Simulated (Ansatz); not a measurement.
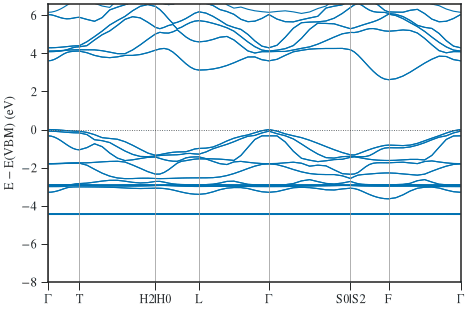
Fig. 1. Band structure from DFT-r²SCAN with spin–orbit coupling in the program Ansatz with PAW potentials

Q: Read off the gap and where the band edges lie.

A: About 2.6 eV (2.62 eV by a search for the band edges); maximum at Γ, minimum at F.

The material is RbLuS₂ in space group R-3m (No. 166; Lu on 3b, S on 6c, Rb on 3a).

The workflow started from an entry of the Crystallography Open Database (COD, 293 K). Its standing as an ambient phase is unchecked. The cell was relaxed with r²SCAN under the symmetry of its start; its stability against distortions is not shown here.

Potentials: the later of the program's two PAW sets.
